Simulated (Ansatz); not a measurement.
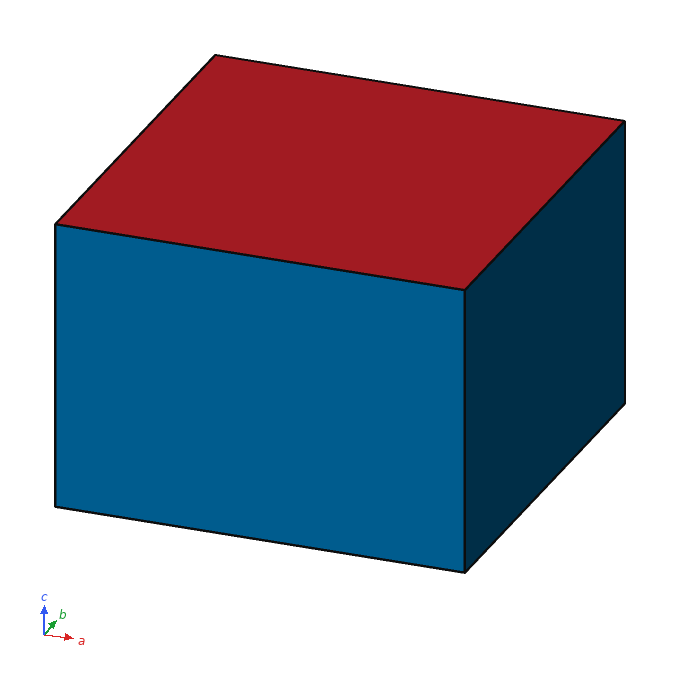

BFDH (Bravais–Friedel–Donnay–Harker) growth shape, computed from the cell and space group alone: each face lies at a distance from the centre proportional to 1/d(hkl), with d taken for the first order that the space group does not extinguish. It ignores bonding, solvent and kinetics. Faces of one form share a colour. Cell of NiOs: space group P4/mmm (No. 123), a = 2.613 Å, b = 2.613 Å, c = 3.704 Å, α = 90.00°, β = 90.00°, γ = 90.00°. Source: the geometry relaxed with DFT PBE, scalar-relativistic, plane waves, PAW in Ansatz 0.2.0; the starting structure was generated, so it need not be a known form of this composition. Forms under 0.4 % of the area are left out.

Question: Which form is which colour?

Answer: blue: {100} (d = 2.61 Å, 59 % of the area); red: {001} (d = 3.70 Å, 41 % of the area).
